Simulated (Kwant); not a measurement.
System: wire with a side stub in a GaAs two-dimensional gas. Effective mass 0.067 mₑ, grid spacing 1.7 nm, hard walls, nominal width 40 nm (23 grid rows, so walls 40.8 nm apart), one parabolic valley, scattering region 120 nm long along x; energies count from the band bottom; Fermi energy swept from 0.0028062 to 0.033324 eV. Closed stub on one side, 40 nm wide and 26 nm deep.

The device is made up for the run: typed textbook-type constants, with dimensions and the other settings drawn at random.

Kwant, effective-mass tight-binding model on a square grid, one spin, coherent transport at 0 K. Conductance is in e²/h.

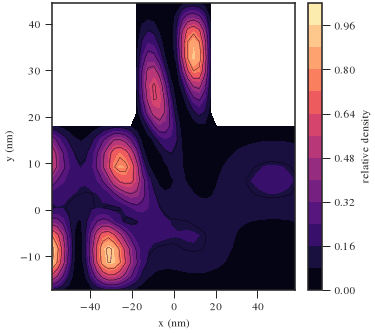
Figure: Density of the scattering states that come in from the left lead, at energy = 0.018193 eV, in bins, relative to the largest site value

The conductance there is 1.00 e²/h with 2 open channel(s) in the leads.
